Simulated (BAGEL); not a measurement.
# A workflow on singlet C2H7Si+

Wanted: a single-point energy (singlet C2H7Si+, HF/cc-pVDZ), then a single-point energy (doublet C2H7Si, NEVPT2(3,3)/cc-pVDZ), then a single-point energy (doublet C2H7Si, CASPT2(3,3)/cc-pVDZ) of C2H7Si. 

Program for the calculation: BAGEL 1.2.2.

### 1 The structure to begin with

C2H7Si+ has 10 atoms, charge +1, and is taken as a singlet. SMILES of the parent species: `C[SiH]C`. One bond was lengthened or shortened from a relaxed shape. That shape belongs to the parent species and isn't relaxed for this state.

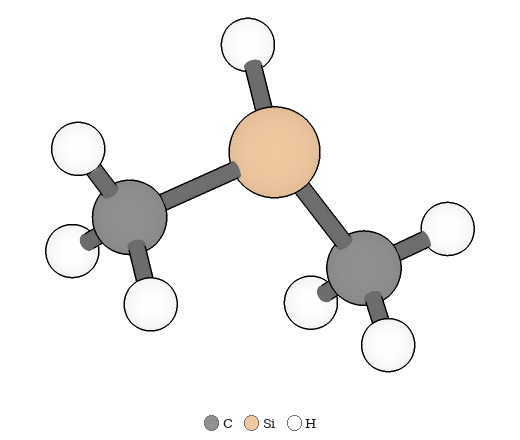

Viewed from a chosen angle; carbon grey, silicon light orange, hydrogen white.

### 2 A single-point energy at HF/cc-pVDZ (density fitting with svp-jkfit) (run 1)

input.json reads:

```json
{ "bagel" : [

{
  "title" : "molecule",
  "basis" : "cc-pvdz.json",
  "df_basis" : "svp-jkfit",
  "angstrom" : false,
  "geometry" : [
    { "atom" : "C", "xyz" : [    -1.77674885,     1.37792215,    -1.85586601 ] },
    { "atom" : "Si", "xyz" : [     1.33147268,     1.27852256,    -0.15038818 ] },
    { "atom" : "C", "xyz" : [     1.64422236,    -1.63108876,     1.85366637 ] },
    { "atom" : "H", "xyz" : [    -1.98159516,    -0.27124184,    -3.08947923 ] },
    { "atom" : "H", "xyz" : [    -1.92811591,     3.07168368,    -3.02428367 ] },
    { "atom" : "H", "xyz" : [    -3.58877888,     1.37553165,    -0.32200933 ] },
    { "atom" : "H", "xyz" : [     3.46232786,     1.42138585,    -1.99948520 ] },
    { "atom" : "H", "xyz" : [     0.15417331,    -1.70989034,     3.28040959 ] },
    { "atom" : "H", "xyz" : [     3.46421759,    -1.67133993,     2.82460765 ] },
    { "atom" : "H", "xyz" : [     1.50305981,    -3.33505481,     0.68732741 ] }
  ]
},

{
  "title" : "hf",
  "charge" : 1
},

{
  "title" : "print",
  "file" : "orbitals.molden",
  "orbitals" : true
}

]}
```

The basis set cc-pVDZ is read from a file made from the Basis Set Exchange's data (not shown).

Launch:

```bash
$ BAGEL_NUM_THREADS=1 BAGEL input.json > input.out
```

What it wrote:

```text
* using 1 threads per process

  ===============================================================
  ===============================================================

  *** Geometry ***

  { "atom" : "C", "xyz" : [     -1.776749,      1.377922,     -1.855866 ] },
  { "atom" : "Si", "xyz" : [      1.331473,      1.278523,     -0.150388 ] },
  { "atom" : "C", "xyz" : [      1.644222,     -1.631089,      1.853666 ] },
[... 6 lines of this table left out ...]
  { "atom" : "H", "xyz" : [      1.503060,     -3.335055,      0.687327 ] },

  Number of auxiliary basis functions:      404

  Since a DF basis is specified, we compute 2- and 3-index integrals:
    o Being stored without compression. Storage requirement is 0.021 GB

  Number of basis functions:       81
  Number of electrons      :       33

    * METHOD: MOLECULE                             0.15

  *** RHF ***

  === Nuclear Repulsion ===
   104.8424803690

      * DIIS with orbital gradients will be used.

  === RHF iteration (cc-pvdz.json) ===
      0       -368.29224726          0.01362235           0.04
      1       -368.41397474          0.00635432           0.04
      2       -368.43402541          0.00151181           0.04
[... 10 lines of this table left out ...]
     13       -368.43597926          0.00000001           0.04
    * SCF iteration converged.

    * Permanent dipole moment:
           (   -0.281538,    -0.614730,    -0.242986) a.u.

    * METHOD: HF                                   0.62

    * METHOD: PRINT                                0.01

  ===============================================================
```

Wall time 0.94 s (1 thread of Arm Neoverse V2, shared host); peak memory 0.14 GiB.

### 3 Doublet neutral C2H7Si: a single-point energy at NEVPT2(3,3)/cc-pVDZ (density fitting with svp-jkfit) (run 2)

input.json, as its differences from that of step 2:

```diff
@@ -6,3 +6,2 @@
   "df_basis" : "svp-jkfit",
-  "angstrom" : false,
   "geometry" : [
@@ -27,2 +26,25 @@
 {
+  "title" : "casscf",
+  "nstate" : 1,
+  "nact" : 3,
+  "nclosed" : 15,
+  "nspin" : 1,
+  "active" : [14, 17, 22],
+  "maxiter" : 200,
+  "natocc" : true
+},
+
+{
+  "title" : "nevpt2",
+  "nstate" : 1,
+  "nact" : 3,
+  "nclosed" : 15,
+  "nspin" : 1,
+  "active" : [14, 17, 22],
+  "maxiter" : 200,
+  "natocc" : true,
+  "ncore" : 7
+},
+
+{
   "title" : "print",
```

The basis set cc-pVDZ is read from a file made from the Basis Set Exchange's data (not shown).

Launch:

```bash
$ BAGEL_NUM_THREADS=1 BAGEL input.json > input.out
```

What it wrote:

```text
* using 1 threads per process

  ===============================================================
  ===============================================================

  *** Geometry ***

  { "atom" : "C", "xyz" : [     -1.776749,      1.377922,     -1.855866 ] },
  { "atom" : "Si", "xyz" : [      1.331473,      1.278523,     -0.150388 ] },
  { "atom" : "C", "xyz" : [      1.644222,     -1.631089,      1.853666 ] },
[... 6 lines of this table left out ...]
  { "atom" : "H", "xyz" : [      1.503060,     -3.335055,      0.687327 ] },

[... 23 lines left out ...]
    * SCF iteration converged.
[... 1 line left out ...]
    * Permanent dipole moment:
[... 28 lines left out ...]
    * Second-order optimization converged. *
[... 13 lines left out ...]
     * ci vector, state   0, <S^2> = 0.7500
[... 3 lines left out ...]
    * METHOD: CASSCF                               2.63

    * freezing 7 orbitals

  === DF-NEVPT2 calculation ===

    * 3-index integral transformation done
    * assembly done

      NEVPT2 correlation energy:   -0.3628636579      0.12

          (+0)     -0.2826196138
          (+0)'    -0.0179603654
          (+1)     -0.0102167620
          (+1)'    -0.0002188278
          (+2)     -0.0002666315
          (-1)     -0.0422856562
          (-1)'    -0.0003581103
          (-2)     -0.0089376909

      NEVPT2 total energy:       -369.0867909982

    * METHOD: NEVPT2                               0.21

    * METHOD: PRINT                                0.01

  ===============================================================
```

Run time: 3.9 s. Hardware: 1 thread of Arm Neoverse V2, shared host; peak memory 0.14 GiB.

### 4 Doublet neutral C2H7Si: the energy at CASPT2(3,3)/cc-pVDZ (density fitting with svp-jkfit) (run 3)

input.json reads:

```json
{ "bagel": [

{
  "title": "molecule",
  "basis": "cc-pvdz.json",
  "df_basis": "svp-jkfit",
  "geometry": [
    { "atom": "C", "xyz": [    -1.77674885,     1.37792215,    -1.85586601 ] },
    { "atom": "Si", "xyz": [     1.33147268,     1.27852256,    -0.15038818 ] },
    { "atom": "C", "xyz": [     1.64422236,    -1.63108876,     1.85366637 ] },
    { "atom": "H", "xyz": [    -1.98159516,    -0.27124184,    -3.08947923 ] },
    { "atom": "H", "xyz": [    -1.92811591,     3.07168368,    -3.02428367 ] },
    { "atom": "H", "xyz": [    -3.58877888,     1.37553165,    -0.32200933 ] },
    { "atom": "H", "xyz": [     3.46232786,     1.42138585,    -1.99948520 ] },
    { "atom": "H", "xyz": [     0.15417331,    -1.70989034,     3.28040959 ] },
    { "atom": "H", "xyz": [     3.46421759,    -1.67133993,     2.82460765 ] },
    { "atom": "H", "xyz": [     1.50305981,    -3.33505481,     0.68732741 ] }
  ]
},

{ "title": "hf", "charge": 1 },

{ "title": "casscf", "nstate": 1, "nact": 3, "nclosed": 15, "nspin": 1, "active": [14, 17, 22], "maxiter": 200, "natocc": "true" },

{ "title": "print", "file": "orbitals.molden", "orbitals": "true" },

{ "title": "smith", "method": "caspt2", "ms": "true", "xms": "true", "sssr": "true", "shift": 0.2, "shift_imag": "true", "ncore": 7 }

]}
```

The basis set cc-pVDZ is read from a file made from the Basis Set Exchange's data (not shown).

Launch:

```bash
$ BAGEL_NUM_THREADS=1 BAGEL input.json > input.out
```

What it wrote:

```text
* using 1 threads per process

  ===============================================================
  ===============================================================

  *** Geometry ***

  { "atom" : "C", "xyz" : [     -1.776749,      1.377922,     -1.855866 ] },
  { "atom" : "Si", "xyz" : [      1.331473,      1.278523,     -0.150388 ] },
  { "atom" : "C", "xyz" : [      1.644222,     -1.631089,      1.853666 ] },
[... 6 lines of this table left out ...]
  { "atom" : "H", "xyz" : [      1.503060,     -3.335055,      0.687327 ] },

[... 25 lines left out ...]
    * Permanent dipole moment:
[... 42 lines left out ...]
     * ci vector, state   0, <S^2> = 0.7500
[... 21 lines left out ...]
       #      aibj      arbs      arbi      airj      risj      airs      arst      rist         Etot      error   time
[... 9 lines left out ...]
      ------------------------------------------------------------------------------------------------------------------

    * CASPT2 energy : state  0     -369.0934319560
        w/o shift correction       -369.0909776729
        reference weight              0.8768451195

    * METHOD: SMITH                                0.45

  ===============================================================
```

Run time: 4.2 s. Hardware: 1 thread of Arm Neoverse V2, shared host; peak memory 0.14 GiB.

### 5 Outcome

| quantity | value |
| --- | --- |
| run 1, HF/cc-pVDZ: total energy | -368.43598 Eh |
| run 1, HF/cc-pVDZ: HOMO energy | -17.93 eV |
| run 1, HF/cc-pVDZ: LUMO energy | -6.34 eV |
| run 1, HF/cc-pVDZ: HOMO–LUMO gap | 11.59 eV |
| doublet neutral C2H7Si, run 2: total energy | -369.08679 Eh |
| doublet neutral C2H7Si, run 3: total energy | -369.09343 Eh |
